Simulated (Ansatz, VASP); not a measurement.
# In2O3: VASP beside Ansatz, part 2 of 2

One calculation is typed for both programs; each brings its own data sets. How far apart do they land?  Valence electrons are named where the data sets of a main pair hold unlike numbers.

VASP 6.6.1 and Ansatz 0.2.0.

So far. Step 2 (VASP: band structure, LDA): The run ends at a pressure of -6.41 GPa, with forces up to 0.17 eV/Å.

## Step 3: Ansatz: band structure, LDA

Level of this step: Ansatz beside VASP: Kohn-Sham DFT, plane waves, LDA (Ansatz).

Ansatz runs on its default PAW (the set named soft_2) files.

The same cell, functional (in two slightly different forms), mesh and smearing now go to Ansatz, which takes its cutoff from its data sets.

input.yaml reads:

```yaml
crystal:
  lattice:
    - [2.7435, 1.5839604635, 4.8366666667]
    - [-2.7435, 1.5839604635, 4.8366666667]
    - [0.0, -3.167920927, 4.8366666667]
  atoms:
    - { symbol: In, position: [0.35731, 0.35731, 0.35731] }
    - { symbol: In, position: [0.14269, 0.14269, 0.14269] }
    - { symbol: In, position: [0.64269, 0.64269, 0.64269] }
    - { symbol: In, position: [0.85731, 0.85731, 0.85731] }
    - { symbol: O, position: [0.548, 0.952, 0.25] }
    - { symbol: O, position: [0.25, 0.548, 0.952] }
    - { symbol: O, position: [0.952, 0.25, 0.548] }
    - { symbol: O, position: [0.452, 0.048, 0.75] }
    - { symbol: O, position: [0.75, 0.452, 0.048] }
    - { symbol: O, position: [0.048, 0.75, 0.452] }
hamiltonian:
  xc: lda
  pseudopotentials: { kind: paw }
kpoints:
  mp_grid: { grid: [4, 4, 4] }
  band_path:
    path:
      - [0.0, 0.0, 0.0]
      - [0.14286, 0.0, 0.0]
      - [0.28571, 0.0, 0.0]
      - [0.5, 0.0, 0.0]
      - [0.5, 0.03402, -0.03402]
      - [0.5, 0.1361, -0.1361]
      - [0.5, 0.20414, -0.20414]
      - [0.72443, 0.5, 0.27557]
      - [0.64962, 0.5, 0.35038]
      - [0.5374, 0.5, 0.4626]
      - [0.5, 0.5, 0.5]
      - [0.35714, 0.35714, 0.35714]
      - [0.14286, 0.14286, 0.14286]
      - [0.0, 0.0, 0.0]
      - [0.10545, 0.0, -0.10545]
      - [0.2109, 0.0, -0.2109]
      - [0.36908, 0.0, -0.36908]
      - [0.61221, 0.38779, 0.0]
      - [0.55611, 0.44389, 0.0]
      - [0.5187, 0.4813, 0.0]
      - [0.5, 0.5, 0.0]
      - [0.55611, 0.55611, 0.10207]
      - [0.59351, 0.59351, 0.17012]
      - [0.63092, 0.63092, 0.23817]
      - [0.59351, 0.59351, 0.31298]
      - [0.5374, 0.5374, 0.42519]
      - [0.5, 0.5, 0.5]
      - [0.57481, 0.10545, 0.10545]
      - [0.64962, 0.2109, 0.2109]
      - [0.76183, 0.36908, 0.36908]
    npoints: 1
scf:
  occupations: { method: gaussian, width: 0.01 }
  n_extra_bands: 11
output:
  forces: true
  stress: true
  eigenvalues: true
  write_density: true
  write_potential: true
  elf: true
  volumetric_format: npy
```

Launch:

```console
> ansatz run input.yaml --threads 4 --pin off --max-ram 9216MiB --backend cpu --events-out ev --progress --plain --runs-dir out
```

Numbers of over 12 decimals in the logs are rounded to 6 here.

The program printed:

```text
scf.n_extra_bands = 11 over 44 filled bands (N_el = 88.0): the run solves 55 bands
Engine: ansatz 0.2.0, aarch64-unknown-linux-gnu
Pseudopotentials: kind: paw
Pseudopotential: In, paw, valence charge 13, recommended cutoff 420 eV (normal), In.paw.azcp
Pseudopotential: O, paw, valence charge 6, recommended cutoff 420 eV (normal), O.paw.azcp
Functional definition: SPW92
  exchange = slater_x
  correlation = pw_c
Crystal: 10 atoms, lattice volume = 126.109 Å³
Basis set: ecut = 420 eV, 2453 PW (Γ)
Bands: 55, of which v1, the nominal top of the filled ones, is band 44 counted from 1 (43 counted from 0)
Symmetry: 12 space group operations
Space group: R-3c (ITA 167), of the structure as read, at distance tolerance 5.0e-5 Å
k-points: 13 of 64
Non-local potential: In, projectors of the file, l = 0: 2, l = 1: 2, l = 2: 2, l = 3: 2
Non-local potential: O, projectors of the file, l = 0: 2, l = 1: 2, l = 2: 1
PAW form: soft (Blöchl's): semilocal exchange-correlation on the pseudo side does not see the compensation charge
PAW frozen core: In, regenerated for the run's functional, and the local potential with it (the file was generated under x = pbe(κ = 0.804, μ = 0.219515), c = pbe(β = 0.066725))
PAW frozen core: O, regenerated for the run's functional, and the local potential with it (the file was generated under x = pbe(κ = 0.804, μ = 0.219515), c = pbe(β = 0.066725))
PAW one-centre angular grid: In, 590 points (default); XC on 64 Gauss nodes
PAW one-centre angular grid: O, 110 points (default); XC on 64 Gauss nodes
Initial density: superposition of atomic densities (neutral atoms: chi_scale 0, normalization atom), corrected by the library's trained network
Initial wavefunctions: pseudopotential atomic-orbital guess
Functional: x = slater, c = lda
SCF iter   1: F=—  HF=-25161.458779 eV  |F-HF|=—  |Δ(HF+E_count)|=         —  Δρ=1.99e-2  dr2=4.20e-1  ethr=1.77e-3  ⟨swp⟩=6.3  Hψ=2999  notcnv=0  defer=4
preconditioner: auto → Resta (q_TF=auto, 2.569 Å⁻¹)  ε∞=4.6  [insulator: Δε(μ)=0.997 eV  Ē_g=16.325 eV  σ=0.010 eV  W_gap=1.00  n_scr=32 (ndim 8)  ℏωp=31.0 eV  f_vac=0.019  D(μ)=0.00/eV (n_scr^D=0)  ε∞_Penn≈4.6]
SCF iter   2: F=—  HF=-25161.342373 eV  |F-HF|=—  |Δ(HF+E_count)|=   1.16e-1  Δρ=5.37e-3  dr2=1.57e-2  ethr=4.78e-4  ⟨swp⟩=2.2  Hψ=1122  notcnv=0  defer=77
SCF iter   3: F=—  HF=-25161.336995 eV  |F-HF|=—  |Δ(HF+E_count)|=   5.38e-3  Δρ=2.13e-3  dr2=3.60e-3  ethr=1.78e-5  ⟨swp⟩=2.0  Hψ=1196  notcnv=0  defer=77
SCF iter   4: F=—  HF=-25161.335796 eV  |F-HF|=—  |Δ(HF+E_count)|=   1.20e-3  Δρ=4.63e-4  dr2=1.82e-4  ethr=4.09e-6  ⟨swp⟩=3.0  Hψ=1217  notcnv=0  defer=77
SCF iter   5: F=—  HF=-25161.335774 eV  |F-HF|=—  |Δ(HF+E_count)|=   2.20e-5  Δρ=7.64e-5  dr2=6.89e-6  ethr=2.07e-7  ⟨swp⟩=1.0  Hψ=638  notcnv=0  defer=77
SCF iter   6: F=—  HF=-25161.335771 eV  |F-HF|=—  |Δ(HF+E_count)|=   3.41e-6  Δρ=1.37e-5  dr2=2.95e-7  ethr=7.83e-9  ⟨swp⟩=2.7  Hψ=1155  notcnv=0  defer=77
SCF iter   7: F=-25161.335771 eV  HF=-25161.335771 eV  |F-HF|=3.57e-10  |Δ(HF+E_count)|=   1.22e-8  Δρ=2.25e-6  dr2=7.07e-9  ethr=1.14e-10  ⟨swp⟩=13.6  Hψ=5157  notcnv=0
SCF 1 converged in 7 iterations: F = -25161.335771 eV  dr2 = 7.07e-9
  greatest PAW one-centre occupation: 0.991 electrons in one spin orbital (limit 2), on the In atom at site 2 (counted from 0), in its partial waves of l = 2
NSCF: frozen V_eff on 30 k-points
SCF converged after 7 iterations
Free energy (F): -25161.335771 eV
Harris-Foulkes:  -25161.335771 eV  (|F-HF|=3.57e-10)
Internal energy: -25161.335771 eV  (E = F + TS)
E sigma→0 (E₀):  -25161.335771 eV
Fermi energy:    9.175053 eV
--- Per-component energies (eV) ---
  E_band       = 10.471128
  E_kinetic    = 2029.148677
  E_local      = -5865.991015  (includes V_loc(G=0)·N_el)
  E_nonlocal   = 1796.950599
  E_hartree    = 2238.408613
  E_xc         = -1282.291951
  E_vxc        = -956.594375  (∫ρ·V_xc dr)
  E_paw        = -16968.185790  (= ΣΔE_a)
  E_vpaw       = -1469.873744  (= ΣTr[D̂ρ^β])
  E_aug_tail   = 0.014791  (compensation charges beyond the density's cutoff)
  E_ewald      = -7111.109369
  E_core_change = 1.719675  (= ΣΔE_core)
  E_smearing   = -0.000000  (= −TS)
  E_closure    = 0.000000  (closes the sum)
  Σ components = -25161.335771   (vs F -25161.335771, Δ=0.00e0)
--- Forces (eV/Å), atoms counted from 1 ---
  atom   1  In     0.00000000    -0.00000000    -0.09650027
  atom   2  In     0.00000000     0.00000000     0.09650027
  atom   3  In    -0.00000000     0.00000000     0.09650027
  atom   4  In    -0.00000000    -0.00000000    -0.09650027
  atom   5  O     -0.16683289    -0.00000000    -0.00000000
  atom   6  O      0.08341645    -0.14448152    -0.00000000
  atom   7  O      0.08341645     0.14448152    -0.00000000
  atom   8  O      0.16683289     0.00000000     0.00000000
  atom   9  O     -0.08341645     0.14448152     0.00000000
  atom  10  O     -0.08341645    -0.14448152     0.00000000
  max |Σ_I F_I| component: 5.55e-17 eV/Å
--- Stress (GPa, compression-positive) ---
       -3.108177       0.000000      -0.000000
        0.000000      -3.108177      -0.000000
       -0.000000      -0.000000      -3.437822
  P = ⅓ Tr σ = -3.2181 GPa (-32.181 kbar)
--- Band table (eV; the first three rows and the last of 13) ---
  k-point 0: bands = [... 40 lower, 8.3119, 8.3119, 8.5433, 8.5433, 9.7670, 13.9976, 14.6637, 15.7476, ... 7 higher]
  k-point 1: bands = [... 40 lower, 8.1760, 8.1848, 8.4155, 8.5829, 11.3606, 14.4073, 14.5204, 15.1499, ... 7 higher]
  k-point 2: bands = [... 40 lower, 7.8119, 7.8119, 8.5250, 8.5250, 13.4488, 13.4488, 14.3145, 14.3145, ... 7 higher]
  k-point 12: bands = [... 40 lower, 8.3946, 8.3946, 8.3946, 8.3946, 12.8990, 12.8990, 15.5984, 15.5984, ... 7 higher]
```

It took 5.8 s on 4 threads of Arm Neoverse N1, shared host; peak memory 0.49 GiB; 22 s of CPU time.

Reading the cycles: dr2 is the Hartree energy of the density residual (eV), the measure of convergence; HF is the Harris–Foulkes estimate of the energy, which meets the free energy F at convergence.

## Step 4: Comparison

Known differences besides the potentials themselves: the two LDA forms differ slightly; the cutoff is 420 eV in Ansatz and 440 eV in VASP; VASP's log shows a relativistic correction to its local exchange, Ansatz's none. Total energies have different zeros and are not compared.

Both answers:

```
                     quantity  Ansatz   VASP  difference
gap over the path points (eV)   1.176  1.201      -0.024
```

Forces (eV/Å; atoms numbered as in POSCAR):

| atom | Ansatz x, y, z | VASP x, y, z |
| --- | --- | --- |
| In1 | 0.000, 0.000, -0.097 | 0.000, 0.000, -0.108 |
| In2 | 0.000, 0.000, 0.097 | 0.000, 0.000, 0.108 |
| In3 | 0.000, 0.000, 0.097 | 0.000, 0.000, 0.108 |
| In4 | 0.000, 0.000, -0.097 | 0.000, 0.000, -0.108 |
| O5 | -0.167, 0.000, 0.000 | -0.169, 0.000, 0.000 |
| O6 | 0.083, -0.144, 0.000 | 0.084, -0.146, 0.000 |
| O7 | 0.083, 0.144, 0.000 | 0.084, 0.146, 0.000 |
| O8 | 0.167, 0.000, 0.000 | 0.169, 0.000, 0.000 |
| O9 | -0.083, 0.144, 0.000 | -0.084, 0.146, 0.000 |
| O10 | -0.083, -0.144, 0.000 | -0.084, -0.146, 0.000 |

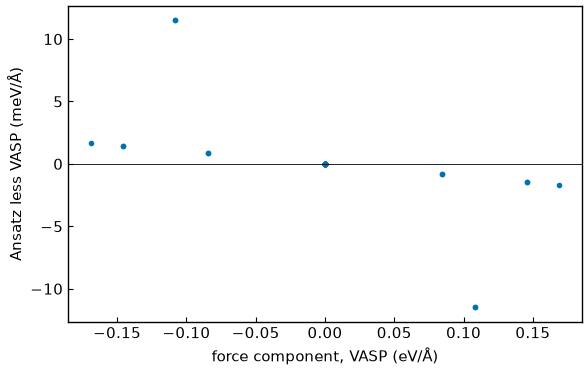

Difference of the force components against their size.

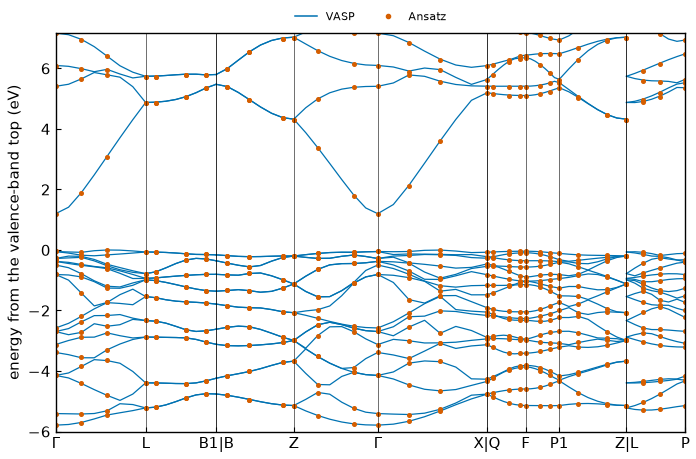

Bands from VASP (lines) and levels from Ansatz (dots). Dots without a line are higher empty bands that the VASP plot leaves out.

Levels at points of the path, from each program's valence-band top (eV; 4 filled, then empty):

```
k (reciprocal lattice)                                  Ansatz                                    VASP
     0.000 0.000 0.000  -0.28 -0.28 -0.05 -0.05 1.18 5.41 6.07  -0.28 -0.28 -0.05 -0.05 1.20 5.41 6.10
     0.143 0.000 0.000  -0.24 -0.21 -0.17 -0.08 1.88 5.65 5.97  -0.24 -0.21 -0.17 -0.08 1.90 5.66 5.99
     0.286 0.000 0.000   -0.52 -0.47 -0.16 0.00 3.08 5.77 5.96   -0.52 -0.47 -0.16 0.00 3.10 5.79 5.97
     0.500 0.000 0.000  -0.78 -0.78 -0.07 -0.07 4.86 4.86 5.72  -0.78 -0.78 -0.07 -0.07 4.88 4.88 5.74
    0.500 0.034 -0.034  -0.72 -0.72 -0.07 -0.07 4.87 4.87 5.73  -0.72 -0.72 -0.07 -0.07 4.88 4.88 5.75
    0.500 0.136 -0.136  -0.33 -0.33 -0.12 -0.12 5.05 5.05 5.79  -0.33 -0.33 -0.13 -0.13 5.07 5.07 5.81
    0.500 0.204 -0.204  -0.29 -0.29 -0.15 -0.15 5.34 5.34 5.77  -0.30 -0.30 -0.15 -0.15 5.36 5.36 5.79
     0.724 0.500 0.276  -0.43 -0.43 -0.18 -0.18 5.38 5.38 5.98  -0.43 -0.43 -0.19 -0.19 5.40 5.40 5.99
     0.650 0.500 0.350  -0.56 -0.56 -0.22 -0.22 4.95 4.95 6.53  -0.56 -0.56 -0.22 -0.22 4.97 4.97 6.55
     0.537 0.500 0.463  -0.25 -0.25 -0.19 -0.19 4.36 4.36 6.98  -0.25 -0.25 -0.20 -0.20 4.38 4.38 7.01
```

The forces differ by 4.3 meV/Å r.m.s., which is 5.0 % of the r.m.s. force of 0.085 eV/Å (both taken over all components). Among the levels compared at these points, filled levels agree within 4 meV and empty ones within 26 meV. Not compared: the pressure (VASP's GW data sets at this cutoff don't carry it).

## Step 5: Further runs

Further runs change the set-up of one program: Ansatz's method, potentials or start, or VASP's data sets, cutoff or form of LDA. The table gives Ansatz less VASP for each quantity, since a change that brings one quantity closer may part another.

| run | r.m.s. force difference (meV/Å) | gap over the path points (eV) |
| --- | --- | --- |
| as above | 4.3 | -0.024 |
| cores kept as stored | 4.5 | -0.021 |
| Ansatz's larger PAW set (cutoff 900 eV) | 2.6 | -0.022 |
| norm-conserving potentials (cutoff 1143 eV) | 8.1 | -0.011 |

## Step 6: Summary of results

```yaml
largest_difference_of_a_filled_level_at_the_path_points_band_structure_lda: 4 meV
```

The largest difference of a filled level at the path points is 4 meV (band structure, LDA), within the 80 meV picked in this series as the mark of a large difference. Band structure, LDA, Ansatz's larger PAW set (cutoff 900 eV): r.m.s. force difference goes from 4.3 to 2.6 meV/Å. Band structure, LDA, norm-conserving potentials (cutoff 1143 eV): r.m.s. force difference goes from 4.3 to 8.1 meV/Å; the difference in gap over the path points goes from -0.024 to -0.011 eV. 1 further run of this series is not shown here. Such differences can come from data sets, numerical settings and the points named under the comparisons, not from the functional's error against experiment.

[Lines on the potential files, build, host, timing and source positions are cut from VASP's logs without a mark.]

[Logs are printed without paths, hosts, clocks, repeated set-up lines and the standing remarks that a program may print on its own settings, such as how far it seeks lower states.]

[Hosts, paths, dates, database ids (printed as entryN), source tags and the programs' standing remarks are cut or masked in the printed files.]
